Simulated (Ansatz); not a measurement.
The calculation's input:

```
crystal:
  periodic: [false, false, false]
  atoms:
    - {symbol: Li, position_ang: [1.850040, -2.476530, -1.176453]}
    - {symbol: Li, position_ang: [-1.845319, 2.472846, 1.191522]}
    - {symbol: S, position_ang: [-0.004721, 0.003685, -0.015069]}
basis:
  gaussian: {orbitals: def2-TZVP, initial_orbitals: start.molden}
magnetization: {spin_polarized: true, initial_magnetization: 4}
hamiltonian: {xc: pbe0, dispersion: d4}
output: {orbitals: {seedname: orbitals}}
```

Command:

```sh
ansatz run in.yaml --threads 4 --pin off --events-out ev --progress --plain --max-ram 3916MiB
```

Geometry: PBE0-D4/def2-TZVP.

Computed with Ansatz, UKS PBE0-D4/def2-TZVP.

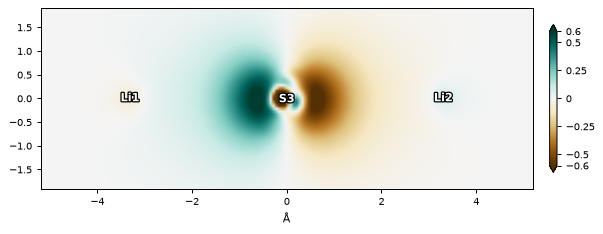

Li···Li···S (quintet). The HOMO (β) on a plane that holds the molecular axis (values in Å⁻³ᐟ²; the overall sign is arbitrary).

### What is the character of this orbital?

By Hirshfeld shares it lies mainly on S3 (about 90 %); it is of σ type; largely a lone pair of S3. Its energy is −8.66 eV.
